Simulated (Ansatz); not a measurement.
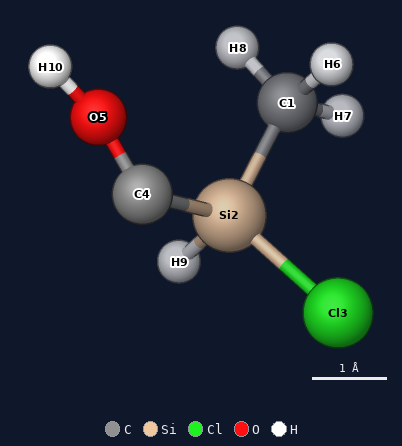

**Figure 1.** The structure as given in the input (ball-and-stick view, seen at a tilt; atoms are numbered from 1 in the order of the input). Bond lengths as drawn: Cl–Si 2.06 Å, C–H 1.08 to 1.13 Å, C–O 1.20 Å, C–Si 1.80 to 1.92 Å, H–O 0.99 Å and H–Si 1.47 Å.

## Geometry relaxation of C2H5ClOSi

The run: geometry relaxation of C2H5ClOSi. Method and program: UKS PBE0-D4/def2-SVP (Ansatz 0.2.0).

It belongs to a series of runs on one base structure; here: end point B relaxed. Figures and captions count atoms from 1; the log counts them from 0 in places.

**Log**
```
The last accepted step is kept in [file] (removed where the run ends without a failure and the disk answers)
Engine: ansatz 0.2.0, x86_64-unknown-linux-gnu
Functional definition: PBE0
  parameter a = 0.25
  parameter kappa = 0.804
  parameter beta = 0.06672455060314922
  exchange = (1 - a)*pbe_x(kappa = kappa, mu = beta*pi^2/3) + a*exact_x
  correlation = pbe_c(beta = beta)
1087 factors; integrals over basis functions are off by at most 3.9e-4 eV
mean field evaluation 1: about -24572.1011 eV, gradient 3.6e1 eV
mean field evaluation 2: about -24570.7627 eV, gradient 3.9e1 eV
mean field evaluation 4: about -24577.7896 eV, gradient 1.8e0 eV
mean field evaluation 8: about -24577.8157 eV, gradient 8.5e-2 eV
mean field evaluation 16: about -24577.8157 eV, gradient 1.3e-4 eV
mean field evaluation 32: about -24577.4971 eV, gradient 3.3e0 eV
mean field -24578.02261626 eV, -903.2256715654 hartree, gradient 3.3e-5 eV, S^2 0.655033; 6 other end points of the search recorded, 0 dependent functions left out
the calculation of the forces begins
reference -24578.02264230 eV, -903.2256725225 hartree; 28, 28 occupied and 75, 75 virtual orbitals, 1087 factors
relax step   1: F+E_penalty+E_count = -24578.21856774 eV  Δ(F+E_penalty+E_count) = +0.000e0 eV  max|allowed force component| = 8.764e0 eV/Å  Δτ_max = 0.0000 Å  (106 SCF iters, accepted)
these checks for a lower state are left out or cut short: starts, cluster_reference, orbital_swaps, neighbouring_geometries, increment
1087 factors; integrals over basis functions are off by at most 4.3e-4 eV
mean field -24578.62113318 eV, -903.2476666567 hartree, gradient 1.7e-5 eV, S^2 0.638887; 0 other end points of the search recorded, 0 dependent functions left out
[... from here on the field's lines of each further geometry are left out, up to the last ...]
relax step   2: F+E_penalty+E_count = -24578.81547750 eV  Δ(F+E_penalty+E_count) = -5.969e-1 eV  max|allowed force component| = 2.573e0 eV/Å  Δτ_max = 0.0891 Å  (44 SCF iters, accepted)
relax step   3: F+E_penalty+E_count = -24579.34198329 eV  Δ(F+E_penalty+E_count) = -5.265e-1 eV  max|allowed force component| = 2.056e0 eV/Å  Δτ_max = 0.1605 Å  (43 SCF iters, accepted)
relax step   4: F+E_penalty+E_count = -24579.60762986 eV  Δ(F+E_penalty+E_count) = -2.656e-1 eV  max|allowed force component| = 1.721e0 eV/Å  Δτ_max = 0.2000 Å  (47 SCF iters, accepted)
relax step   5: F+E_penalty+E_count = -24579.73472640 eV  Δ(F+E_penalty+E_count) = -1.271e-1 eV  max|allowed force component| = 1.002e0 eV/Å  Δτ_max = 0.1577 Å  (41 SCF iters, accepted)
relax step   6: F+E_penalty+E_count = -24579.78267643 eV  Δ(F+E_penalty+E_count) = -4.795e-2 eV  max|allowed force component| = 2.560e-1 eV/Å  Δτ_max = 0.1224 Å  (42 SCF iters, accepted)
relax step   7: F+E_penalty+E_count = -24579.76716382 eV  Δ(F+E_penalty+E_count) = +1.551e-2 eV  max|allowed force component| = 3.198e-1 eV/Å  Δτ_max = 0.1342 Å  (41 SCF iters, rejected (line search))
relax step   8: F+E_penalty+E_count = -24579.79144485 eV  Δ(F+E_penalty+E_count) = -8.768e-3 eV  max|allowed force component| = 1.118e-1 eV/Å  Δτ_max = 0.0618 Å  (41 SCF iters, accepted)
relax step   9: F+E_penalty+E_count = -24579.79277288 eV  Δ(F+E_penalty+E_count) = -1.328e-3 eV  max|allowed force component| = 1.694e-1 eV/Å  Δτ_max = 0.0408 Å  (41 SCF iters, accepted)
relax step  10: F+E_penalty+E_count = -24579.79283789 eV  Δ(F+E_penalty+E_count) = -6.501e-5 eV  max|allowed force component| = 1.873e-1 eV/Å  Δτ_max = 0.0048 Å  (36 SCF iters, accepted)
relax step  11: F+E_penalty+E_count = -24579.73983861 eV  Δ(F+E_penalty+E_count) = +5.300e-2 eV  max|allowed force component| = 1.481e0 eV/Å  Δτ_max = 0.1954 Å  (46 SCF iters, rejected (line search))
relax step  12: F+E_penalty+E_count = -24579.79543454 eV  Δ(F+E_penalty+E_count) = -2.597e-3 eV  max|allowed force component| = 1.921e-2 eV/Å  Δτ_max = 0.0847 Å  (40 SCF iters, accepted)
relax step  13: F+E_penalty+E_count = -24579.78319822 eV  Δ(F+E_penalty+E_count) = +1.224e-2 eV  max|allowed force component| = 7.819e-1 eV/Å  Δτ_max = 0.0977 Å  (45 SCF iters, rejected (line search))
relax step  14: F+E_penalty+E_count = -24579.79574020 eV  Δ(F+E_penalty+E_count) = -3.057e-4 eV  max|allowed force component| = 2.887e-2 eV/Å  Δτ_max = 0.0128 Å  (40 SCF iters, accepted)
relax step  15: F+E_penalty+E_count = -24579.79673697 eV  Δ(F+E_penalty+E_count) = -9.968e-4 eV  max|allowed force component| = 3.943e-2 eV/Å  Δτ_max = 0.0499 Å  (40 SCF iters, accepted)
relax step  16: F+E_penalty+E_count = -24579.79508772 eV  Δ(F+E_penalty+E_count) = +1.649e-3 eV  max|allowed force component| = 4.175e-1 eV/Å  Δτ_max = 0.0733 Å  (41 SCF iters, rejected (line search))
relax step  17: F+E_penalty+E_count = -24579.79722985 eV  Δ(F+E_penalty+E_count) = -4.929e-4 eV  max|allowed force component| = 3.681e-2 eV/Å  Δτ_max = 0.0242 Å  (41 SCF iters, accepted)
relax step  18: F+E_penalty+E_count = -24579.79749314 eV  Δ(F+E_penalty+E_count) = -2.633e-4 eV  max|allowed force component| = 1.144e-1 eV/Å  Δτ_max = 0.0359 Å  (43 SCF iters, accepted)
relax step  19: F+E_penalty+E_count = -24579.79848236 eV  Δ(F+E_penalty+E_count) = -9.892e-4 eV  max|allowed force component| = 3.491e-2 eV/Å  Δτ_max = 0.0342 Å  (43 SCF iters, accepted)
relax step  20: F+E_penalty+E_count = -24579.79861394 eV  Δ(F+E_penalty+E_count) = -1.316e-4 eV  max|allowed force component| = 3.094e-2 eV/Å  Δτ_max = 0.0061 Å  (35 SCF iters, accepted)
relax step  21: F+E_penalty+E_count = -24579.79075084 eV  Δ(F+E_penalty+E_count) = +7.863e-3 eV  max|allowed force component| = 6.624e-1 eV/Å  Δτ_max = 0.1238 Å  (46 SCF iters, rejected (line search))
relax step  22: F+E_penalty+E_count = -24579.79930533 eV  Δ(F+E_penalty+E_count) = -6.914e-4 eV  max|allowed force component| = 1.200e-1 eV/Å  Δτ_max = 0.0619 Å  (41 SCF iters, accepted)
relax step  23: F+E_penalty+E_count = -24579.79960859 eV  Δ(F+E_penalty+E_count) = -3.033e-4 eV  max|allowed force component| = 2.113e-1 eV/Å  Δτ_max = 0.0454 Å  (42 SCF iters, accepted)
relax step  24: F+E_penalty+E_count = -24579.80058970 eV  Δ(F+E_penalty+E_count) = -9.811e-4 eV  max|allowed force component| = 6.392e-2 eV/Å  Δτ_max = 0.0117 Å  (40 SCF iters, accepted)
relax step  25: F+E_penalty+E_count = -24579.80053102 eV  Δ(F+E_penalty+E_count) = +5.868e-5 eV  max|allowed force component| = 5.243e-2 eV/Å  Δτ_max = 0.0103 Å  (41 SCF iters, rejected (line search))
relax step  26: F+E_penalty+E_count = -24579.80090142 eV  Δ(F+E_penalty+E_count) = -3.117e-4 eV  max|allowed force component| = 1.829e-2 eV/Å  Δτ_max = 0.0050 Å  (40 SCF iters, accepted)
relax step  27: F+E_penalty+E_count = -24579.80137278 eV  Δ(F+E_penalty+E_count) = -4.714e-4 eV  max|allowed force component| = 4.569e-2 eV/Å  Δτ_max = 0.0318 Å  (43 SCF iters, accepted)
relax step  28: F+E_penalty+E_count = -24579.80122294 eV  Δ(F+E_penalty+E_count) = +1.498e-4 eV  max|allowed force component| = 1.552e-1 eV/Å  Δτ_max = 0.0529 Å  (44 SCF iters, rejected (line search))
relax step  29: F+E_penalty+E_count = -24579.80174567 eV  Δ(F+E_penalty+E_count) = -3.729e-4 eV  max|allowed force component| = 4.268e-2 eV/Å  Δτ_max = 0.0256 Å  (43 SCF iters, accepted)
relax step  30: F+E_penalty+E_count = -24579.80188362 eV  Δ(F+E_penalty+E_count) = -1.380e-4 eV  max|allowed force component| = 1.070e-1 eV/Å  Δτ_max = 0.0417 Å  (44 SCF iters, accepted)
relax step  31: F+E_penalty+E_count = -24579.80213161 eV  Δ(F+E_penalty+E_count) = -2.480e-4 eV  max|allowed force component| = 4.619e-2 eV/Å  Δτ_max = 0.0062 Å  (38 SCF iters, accepted)
relax step  32: F+E_penalty+E_count = -24579.80216962 eV  Δ(F+E_penalty+E_count) = -3.801e-5 eV  max|allowed force component| = 2.777e-2 eV/Å  Δτ_max = 0.0170 Å  (40 SCF iters, accepted)
the calculation of the forces begins
reference -24579.60514924 eV, -903.2838285798 hartree; 28, 28 occupied and 75, 75 virtual orbitals, 1087 factors
relax step  33: F+E_penalty+E_count = -24579.80231296 eV  Δ(F+E_penalty+E_count) = -1.433e-4 eV  max|allowed force component| = 1.215e-2 eV/Å  Δτ_max = 0.0088 Å  (38 SCF iters, accepted)
1087 factors; integrals over basis functions are off by at most 4.3e-4 eV
mean field evaluation 288: about -24579.5910 eV, gradient 5.6e-1 eV
```

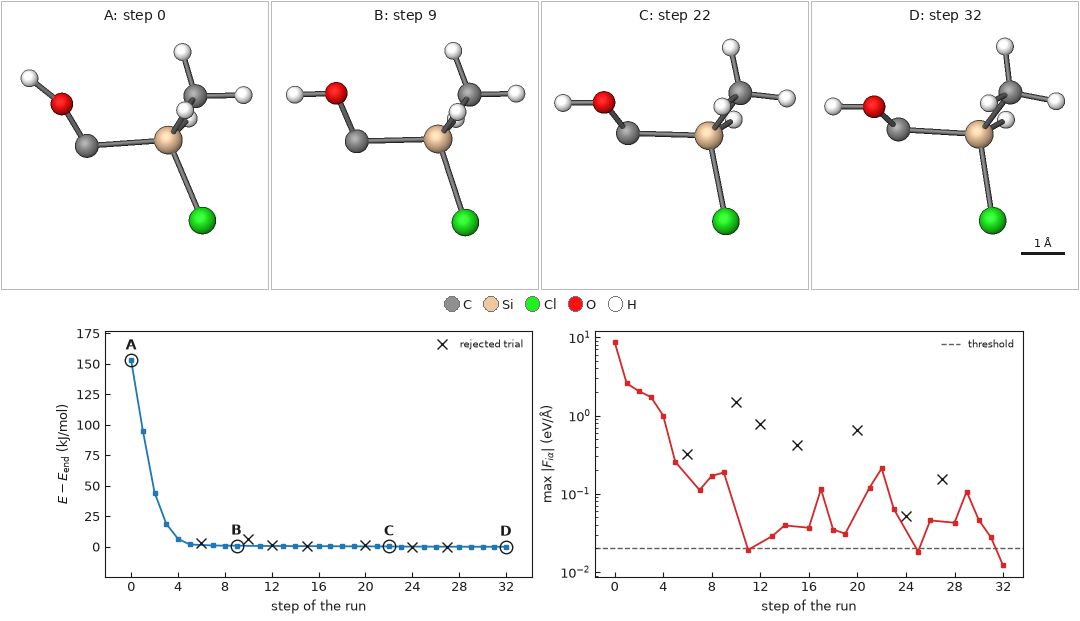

**Figure 2.** Frames of the relaxation (ball-and-stick view, seen at a tilt) above the curves, on which the letters mark them (the first geometry is step 0 here and step 1 in the log).

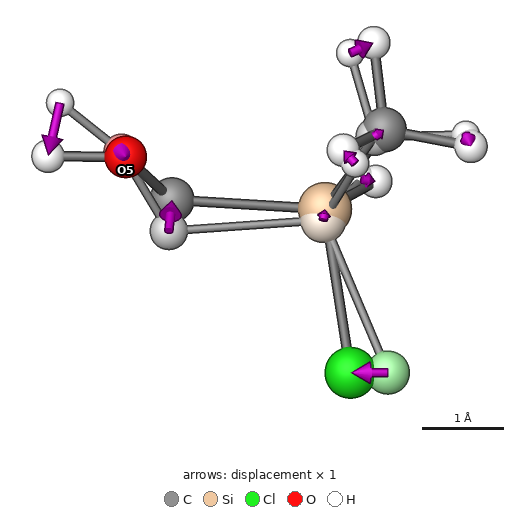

**Figure 3.** Start (faint) and end (solid) with the displacements as pink arrows, at true length (ball-and-stick view, seen at a tilt). The two geometries are laid on each other by the best rigid fit. The largest move after the best rigid fit is that of H10, 0.68 Å. By element the largest moves are H 0.68 Å, C 0.51 Å, Cl 0.47 Å, O 0.36 Å, Si 0.15 Å. Among the contacts that change: C4–O5 1.202 → 1.310 Å, C1–Si2 1.800 → 1.869 Å, C1–H7 1.132 → 1.101 Å, C1–H8 1.081 → 1.102 Å. Among the angles that change: C4–O5–H10 159.0° → 109.1°, H6–C1–H7 102.8° → 108.6°, Si2–C1–H6 115.9° → 110.2°. After 32 geometry steps the energy has fallen by 152.8 kJ/mol. Largest force component: 8.8 eV/Å at the start, 0.012 eV/Å at the end. The line search rejected the trial steps at points 6, 10, 12, 15, 20, 24, 27 (counted from 0) and went back. (Atoms are counted from 1 in the order of the input.)

```
mean field -24579.60512361 eV, -903.2838276380 hartree, gradient 1.1e-5 eV, S^2 0.329164; 4 other end points of the search recorded, 0 dependent functions left out
the calculation of the forces begins
reference -24579.60514924 eV, -903.2838285798 hartree; 28, 28 occupied and 75, 75 virtual orbitals, 1087 factors
Total energy: -24579.80233859 eV, -903.2910751548 hartree
Atom 0 at    -0.803289     1.267337     0.122658 Å, force     0.006666     0.001452    -0.000654 eV/Å
Atom 1 at    -0.319796    -0.476868    -0.344421 Å, force    -0.006085    -0.012149     0.000168 eV/Å
Atom 2 at     0.743686    -0.439679    -2.133674 Å, force     0.003601     0.004495    -0.001966 eV/Å
Atom 3 at     0.872611    -1.374414     0.851331 Å, force    -0.000116     0.006208     0.006469 eV/Å
Atom 4 at     1.421765    -0.541622     1.700624 Å, force    -0.009622    -0.008168    -0.010099 eV/Å
Atom 5 at     0.096262     1.877614     0.293563 Å, force     0.001289     0.003076     0.001719 eV/Å
Atom 6 at    -1.403052     1.741683    -0.668801 Å, force    -0.001849     0.000354    -0.003042 eV/Å
Atom 7 at    -1.396719     1.260861     1.050936 Å, force    -0.001651    -0.002505     0.001600 eV/Å
Atom 8 at    -1.509543    -1.351912    -0.544304 Å, force     0.000949     0.003939     0.003034 eV/Å
Atom 9 at     2.044476    -1.028190     2.266129 Å, force     0.006819     0.003298     0.002772 eV/Å
Dipole moment:     0.012444     0.259773     0.571919 e Å
```

**Trajectory as extended XYZ (Å, eV, eV/Å), 10 of the 33 frames kept, from step=1 to step=33**
```
10
Properties=species:S:1:pos:R:3:forces:R:3 step=1 energy=-24578.21857
C    -0.6792    1.1831    0.1221   -1.1576   2.3948  -0.7297
Si   -0.2032   -0.4604   -0.4383    0.8317  -0.9260  -0.0369
Cl    0.3859   -0.3303   -2.4117    0.1570  -0.0400  -0.2204
C     1.2578   -1.1624    0.5922    0.7751  -2.5240  -6.9223
O     1.2709   -0.8695    1.7584   -1.5348   3.3282   8.7638
H     0.1075    1.9505    0.0819    0.3269  -0.2070  -0.0509
H    -1.4940    1.6257   -0.5279    0.5436  -0.5171   0.4320
H    -1.0725    1.2228    1.1284   -0.2347  -0.2515   0.7502
H    -1.3737   -1.3509   -0.4202   -0.3331  -0.3733   0.0465
H     1.5469   -0.8738    2.7091    0.6259  -0.8841  -2.0322
10
Properties=species:S:1:pos:R:3:forces:R:3 step=5 energy=-24579.73473
C    -0.7331    1.3118    0.0784    0.1882  -0.5539   0.2248
Si   -0.1580   -0.4215   -0.4287   -0.6008   0.0029   0.1030
Cl    0.4901   -0.4153   -2.3869    0.0512   0.0015  -0.1870
C     1.2735   -1.1118    0.6382   -0.3381   0.3073   1.0019
O     1.0318   -0.7396    1.8990    0.6406  -0.6989  -0.4754
H     0.0809    2.0522    0.0066   -0.0548  -0.1036  -0.0051
H    -1.5844    1.6533   -0.5237   -0.0636   0.0110  -0.0428
H    -1.0463    1.2233    1.1377    0.0263   0.1726  -0.1788
H    -1.3009   -1.4466   -0.3147    0.5113   0.4845  -0.0451
H     1.6928   -1.1711    2.4881   -0.3602   0.3767  -0.3954
10
Properties=species:S:1:pos:R:3:forces:R:3 step=8 energy=-24579.79144
C    -0.7482    1.2869    0.0894   -0.0047  -0.0151   0.0156
Si   -0.2006   -0.4320   -0.4064   -0.0679  -0.0393  -0.0539
Cl    0.5285   -0.3896   -2.3479   -0.0081   0.0175  -0.0023
C     1.2102   -1.1370    0.6695    0.0173  -0.0164   0.0013
O     1.0623   -0.7629    1.9174    0.1118  -0.0010   0.0992
H     0.0929    1.9919    0.0075    0.0014   0.0001  -0.0051
H    -1.5667    1.6505   -0.5500    0.0008  -0.0069   0.0058
H    -1.0916    1.2795    1.1368    0.0035  -0.0052  -0.0245
H    -1.3277   -1.4192   -0.3738    0.0409   0.0524   0.0097
H     1.7873   -1.1334    2.4516   -0.0950   0.0140  -0.0458
10
Properties=species:S:1:pos:R:3:forces:R:3 step=12 energy=-24579.79543
C    -0.7527    1.2769    0.0958   -0.0146   0.0133  -0.0153
Si   -0.2147   -0.4407   -0.4074   -0.0192  -0.0106  -0.0042
Cl    0.5830   -0.3747   -2.3222   -0.0030  -0.0056   0.0123
C     1.1291   -1.2280    0.6997    0.0047  -0.0049   0.0124
O     1.1343   -0.6760    1.8893    0.0153  -0.0111  -0.0028
H     0.0908    1.9795    0.0205    0.0048   0.0043   0.0026
H    -1.5683    1.6459   -0.5444    0.0034   0.0023   0.0080
H    -1.1005    1.2652    1.1409   -0.0037   0.0003   0.0011
H    -1.3603   -1.4014   -0.4189    0.0121   0.0066  -0.0138
H     1.8057   -1.1118    2.4407    0.0003   0.0054  -0.0003
10
Properties=species:S:1:pos:R:3:forces:R:3 step=15 energy=-24579.79674
C    -0.7618    1.2762    0.0983   -0.0144   0.0148  -0.0146
Si   -0.2330   -0.4474   -0.3984    0.0286   0.0270   0.0125
Cl    0.6140   -0.3794   -2.2929   -0.0020  -0.0025   0.0051
C     1.0871   -1.2619    0.7191   -0.0101  -0.0020   0.0216
O     1.1831   -0.6494    1.8747   -0.0088  -0.0211  -0.0394
H     0.0919    1.9691    0.0463   -0.0020  -0.0116   0.0024
H    -1.5567    1.6580   -0.5605    0.0054  -0.0015   0.0028
H    -1.1372    1.2696    1.1339   -0.0006  -0.0070   0.0017
H    -1.3860   -1.3948   -0.4476   -0.0083  -0.0062  -0.0002
H     1.8449   -1.1052    2.4211    0.0122   0.0101   0.0081
10
Properties=species:S:1:pos:R:3:forces:R:3 step=19 energy=-24579.79848
C    -0.7727    1.2733    0.1034   -0.0188   0.0312   0.0015
Si   -0.2545   -0.4542   -0.3848   -0.0101  -0.0281  -0.0349
Cl    0.6539   -0.3896   -2.2537   -0.0049  -0.0010   0.0249
C     1.0240   -1.3079    0.7501    0.0066  -0.0107  -0.0025
O     1.2503   -0.6128    1.8371   -0.0072   0.0124  -0.0028
H     0.0963    1.9484    0.1004    0.0011   0.0016   0.0072
H    -1.5279    1.6776   -0.5881    0.0106  -0.0074   0.0019
H    -1.1990    1.2642    1.1193    0.0031  -0.0005  -0.0022
H    -1.4219   -1.3809   -0.4776    0.0058   0.0074  -0.0002
H     1.8979   -1.0832    2.3879    0.0136  -0.0048   0.0071
10
Properties=species:S:1:pos:R:3:forces:R:3 step=22 energy=-24579.79931
C    -0.7831    1.2730    0.1080    0.0240  -0.0212  -0.0020
Si   -0.2753   -0.4620   -0.3724   -0.0052   0.0228   0.0322
Cl    0.6886   -0.4023   -2.2118    0.0118  -0.0018  -0.0224
C     0.9763   -1.3346    0.7798   -0.0281   0.0448  -0.0016
O     1.3034   -0.5856    1.8048    0.0526  -0.1200  -0.0292
H     0.0969    1.9327    0.1502   -0.0076  -0.0058   0.0015
H    -1.4989    1.6918   -0.6148   -0.0086   0.0144  -0.0086
H    -1.2554    1.2644    1.1031   -0.0086   0.0027   0.0069
H    -1.4523   -1.3686   -0.5002   -0.0104  -0.0102  -0.0051
H     1.9463   -1.0739    2.3473   -0.0199   0.0743   0.0283
10
Properties=species:S:1:pos:R:3:forces:R:3 step=26 energy=-24579.80090
C    -0.7889    1.2705    0.1130   -0.0076   0.0099   0.0024
Si   -0.2903   -0.4676   -0.3632   -0.0046   0.0004   0.0007
Cl    0.7048   -0.4137   -2.1889    0.0022  -0.0008   0.0015
C     0.9431   -1.3522    0.7999   -0.0183   0.0015  -0.0168
O     1.3433   -0.5707    1.7715    0.0137  -0.0164   0.0041
H     0.0996    1.9147    0.1993   -0.0081  -0.0097   0.0013
H    -1.4669    1.7101   -0.6350    0.0111  -0.0050   0.0104
H    -1.3040    1.2621    1.0874    0.0045  -0.0001  -0.0130
H    -1.4734   -1.3634   -0.5145    0.0022   0.0023  -0.0008
H     1.9791   -1.0550    2.3247    0.0048   0.0179   0.0103
10
Properties=species:S:1:pos:R:3:forces:R:3 step=29 energy=-24579.80175
C    -0.7947    1.2673    0.1190   -0.0015   0.0211   0.0000
Si   -0.3062   -0.4739   -0.3551   -0.0102  -0.0066  -0.0011
Cl    0.7211   -0.4265   -2.1643    0.0004   0.0010   0.0032
C     0.9095   -1.3660    0.8210    0.0219   0.0237   0.0427
O     1.3794   -0.5545    1.7368   -0.0191  -0.0078  -0.0334
H     0.1022    1.8919    0.2516   -0.0147  -0.0091   0.0007
H    -1.4305    1.7286   -0.6528    0.0121  -0.0100   0.0138
H    -1.3526    1.2593    1.0696    0.0079  -0.0024  -0.0147
H    -1.4943   -1.3581   -0.5291    0.0062   0.0036  -0.0003
H     2.0127   -1.0334    2.2974   -0.0030  -0.0133  -0.0109
10
Properties=species:S:1:pos:R:3:forces:R:3 step=33 energy=-24579.80231
C    -0.8033    1.2673    0.1227    0.0067   0.0015  -0.0007
Si   -0.3198   -0.4769   -0.3444   -0.0061  -0.0121   0.0002
Cl    0.7437   -0.4397   -2.1337    0.0036   0.0045  -0.0020
C     0.8726   -1.3744    0.8513   -0.0001   0.0062   0.0065
O     1.4218   -0.5416    1.7006   -0.0096  -0.0082  -0.0101
H     0.0963    1.8776    0.2936    0.0013   0.0031   0.0017
H    -1.4031    1.7417   -0.6688   -0.0018   0.0004  -0.0030
H    -1.3967    1.2609    1.0509   -0.0017  -0.0025   0.0016
H    -1.5095   -1.3519   -0.5443    0.0009   0.0039   0.0030
H     2.0445   -1.0282    2.2661    0.0068   0.0033   0.0028
```

The run was set up as follows.

**Input**
```yaml
crystal:
  periodic: [false, false, false]
  atoms:
    - { symbol: C, position_ang: [-0.6792, 1.1831, 0.1221] }
    - { symbol: Si, position_ang: [-0.2032, -0.4604, -0.4383] }
    - { symbol: Cl, position_ang: [0.3859, -0.3303, -2.4117] }
    - { symbol: C, position_ang: [1.2578, -1.1624, 0.5922] }
    - { symbol: O, position_ang: [1.2709, -0.8695, 1.7584] }
    - { symbol: H, position_ang: [0.1075, 1.9505, 0.0819] }
    - { symbol: H, position_ang: [-1.494, 1.6257, -0.5279] }
    - { symbol: H, position_ang: [-1.0725, 1.2228, 1.1284] }
    - { symbol: H, position_ang: [-1.3737, -1.3509, -0.4202] }
    - { symbol: H, position_ang: [1.5469, -0.87379, 2.70914] }
magnetization:
  spin_polarized: true
basis:
  gaussian: { orbitals: def2-SVP }
hamiltonian:
  xc: pbe0
  dispersion: d4
relax:
  f_tol: 0.02
  max_steps: 50
```

Launch command:
```bash
ansatz run input.yaml --threads 2 --pin off --max-ram 3072MiB --backend cpu --events-out ev --progress --plain --runs-dir out
```

**Results in brief**

| quantity | value |
| --- | --- |
| outcome | converged |
| total energy | −24579.8023 eV |
| mean-field energy | −24579.6051 eV |
| ⟨S²⟩ | 0.329 |
| largest force (length of the vector) at the end | 0.016 eV/Å |
| hardware | 2 threads of Intel Xeon @ 2.50GHz (Skylake/Cascade Lake), 189 GiB of memory available, shared host |
| wall time | 5.9 min (CPU time 11 min) |
| peak memory | 0.37 GiB |

**Remarks**

⟨S²⟩ is 0.33 against 0.00 for a pure state: the solution is spin-contaminated.
